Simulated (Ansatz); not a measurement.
**AlNH (doublet): inputs that go wrong at distance Al1–N2 = 1.381 Å**

3 inputs are run for AlNH (doublet) as typed; the log has to tell whether the result can be used and what must change.

Program: Ansatz 0.2.0, Gaussian basis. Level of theory: the settings change from run to run. These are calculated values, not measurements.

23 further runs of the same task are left out: 2 for a known fault of the program, 17 that didn't finish, 4 set aside as unsound or not needed.

## 1. The geometry

The geometry derives from a PBE0/def2-TZVP stationary point (not a proven minimum). One bond is set to the value named and the two fragments are kept rigid.

3 atoms, charge 0, spin multiplicity 2.

Atoms are counted from 1 here; the program's logs count them from 0.

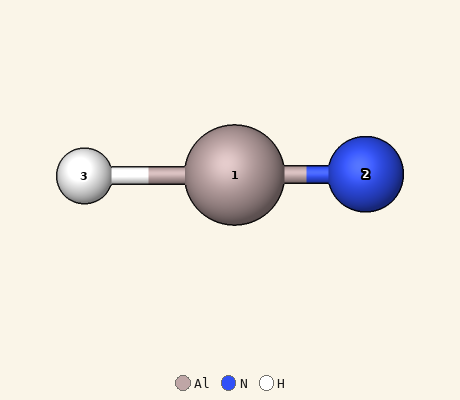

The structure; aluminium light grey, nitrogen blue, hydrogen white; atoms are numbered from 1 in the order of the file.

## 2. Attempt 1

in.yaml

```yaml
crystal:
  periodic: [false, false, false]
  atoms:
    - {symbol: Al, position_ang: [0.300000, 0.000000, -1.397365]}
    - {symbol: N, position_ang: [0.000000, 0.000000, -1.447365]}
    - {symbol: H, position_ang: [0.000000, 0.000000, 1.513730]}
basis:
  gaussian: {orbitals: 6-31G}
magnetization: {spin_polarized: false, initial_magnetization: 1}
hamiltonian: {xc: hf}
output: {forces: true, orbitals: {seedname: orbitals}}
```

On the command line:

```sh
$ ansatz run in.yaml --threads 1 --pin off --events-out ev --progress --plain --max-ram 2393MiB
```

The log of the run:

```text
Functional definition: HF
  name "HF"
  cite "Fock, Z. Phys. 61, 126 (1930) doi:10.1007/BF01340294"
  parent pbe
  exchange = exact_x
  correlation = 0
311 factors; integrals over basis functions are off by at most 2.7e-4 eV
mean field evaluation 1: about -6998.6763 eV, gradient 4.1e1 eV
mean field evaluation 2: about -6998.8787 eV, gradient 4.1e1 eV
mean field evaluation 4: about -7001.3863 eV, gradient 3.3e0 eV
mean field evaluation 8: about -7001.4083 eV, gradient 9.4e-5 eV
a density is far from that of the atoms, so the factors are made again for it
339 factors; integrals over basis functions are off by at most 2.6e-4 eV
mean field evaluation 16: about -7001.2293 eV, gradient 3.0e-4 eV
mean field -7001.40857774 eV, -257.2970195068 hartree, gradient 1.2e-5 eV, S^2 0.750000; 0 other end points of the search recorded, 0 dependent functions left out
the calculation of the forces begins
reference -7001.40857774 eV, -257.2970195068 hartree; 11, 10 occupied and 13, 14 virtual orbitals, 339 factors
Total energy: -7001.40857774 eV, -257.2970195068 hartree
Atom 0 at     0.300000     0.000000    -1.397365 Å, force  7820.339589     0.000000  1302.585074 eV/Å
Atom 1 at     0.000000     0.000000    -1.447365 Å, force -7820.258046    -0.000000 -1302.895350 eV/Å
Atom 2 at     0.000000     0.000000     1.513730 Å, force    -0.081543    -0.000000     0.310276 eV/Å
Dipole moment:    -0.150664     0.000000    -0.012473 e Å
```

It took 0.36 s on 1 thread of Arm Neoverse V1, shared host.

What is wrong: The run converged, which proves nothing about the input. One atom lies on top of another. The shortest distance is 0.30 Å, against 1.38 Å in the geometry of step 1. Its energy belongs to another geometry. Fix: restore its position.

## 3. Attempt 2

in.yaml

```yaml
crystal:
  periodic: [false, false, false]
  atoms:
    - {symbol: Al, position_ang: [0.000000, 0.000000, -0.066365]}
    - {symbol: N, position_ang: [0.000000, 0.000000, -1.447365]}
    - {symbol: H, position_ang: [0.000000, 0.000000, 1.513730]}
basis:
  gaussian: {orbitals: def2-mTZVP}
magnetization: {spin_polarized: false, initial_magnetization: 1}
correlation: {method: fic_mrcisd_q, electrons: valence, active_space: {window: {electrons: 3, orbitals: 3}, states: [{multiplicity: 2, weights: [1, 1]}], root: 5}}
accuracy: high
scf: {lower_state_search: full}
```

Launched as before.

The log of the run:

```text
Error: the active space averages no state 5, counted from zero
```

It took 0.03 s on 1 thread of Arm Neoverse V1, shared host.

What is wrong: The run was refused. The root asked for lies beyond the states averaged. Cure: average more states or name a lower root.

## 4. Attempt 3

in.yaml

```yaml
crystal:
  periodic: [false, false, false]
  atoms:
    - {symbol: Al, position_ang: [0.000000, 0.000000, -0.066365]}
    - {symbol: N, position_ang: [0.000000, 0.000000, -1.447365]}
    - {symbol: H, position_ang: [0.000000, 0.000000, 1.513730]}
basis:
  gaussian: {orbitals: 6-31G, point_charges: [{charge: -1.00, position_ang: [4.160, -0.365, 0.802]}]}
magnetization: {spin_polarized: false, initial_magnetization: 1}
correlation: {method: fic_mrcisd_q, electrons: outside_noble_gas, active_space: {window: {electrons: 4, orbitals: 3}}}
```

The command is unchanged.

The log of the run:

```text
Functional definition: HF
  name "HF"
  cite "Fock, Z. Phys. 61, 126 (1930) doi:10.1007/BF01340294"
  parent pbe
  exchange = exact_x
  correlation = 0
307 factors; integrals over basis functions are off by at most 9.7e-5 eV
mean field evaluation 1: about -8063.8594 eV, gradient 4.4e1 eV
mean field evaluation 2: about -8063.8708 eV, gradient 4.4e1 eV
mean field evaluation 4: about -8071.6950 eV, gradient 5.2e0 eV
mean field evaluation 8: about -8072.3383 eV, gradient 1.4e-1 eV
mean field evaluation 16: about -8072.3366 eV, gradient 3.7e-1 eV
mean field evaluation 32: about -8071.4157 eV, gradient 2.5e-2 eV
mean field evaluation 64: about -8071.4150 eV, gradient 2.5e-1 eV
mean field -8072.33920354 eV, -296.6529941022 hartree, gradient 4.7e-6 eV, S^2 0.750000; 10 other end points of the search recorded, 0 dependent functions left out
reference -8072.33920354 eV, -296.6529941022 hartree; 11, 10 occupied and 13, 14 virtual orbitals, 307 factors
Error: 4 electrons in 3 orbitals form no window around the highest filled level of the reference
```

It took 0.3 s on 1 thread of Arm Neoverse V1, shared host.

**Diagnosis.** The run stopped with an error. The active window can't be built from these electrons and orbitals. Cure: choose counts that fit the spin, the electrons and the basis.

## 5. Summary

| attempt | level | ended | cause | time |
| --- | --- | --- | --- | --- |
| 1 | HF/6-31G | converged | one atom lies on top of another | 0.36 s |
| 2 | MRCISD+Q(3,3)/def2-mTZVP | refused | the root asked for lies beyond the states averaged | 0.03 s |
| 3 | MRCISD+Q(4,3)/6-31G | stopped by an error | the active window can't be built from these electrons and orbitals | 0.3 s |

1 converged, 1 refused, 1 stopped by an error. The input that converges on a wrong geometry or spin is the dangerous one: no error points at it, so geometry and ⟨S²⟩ have to be checked.
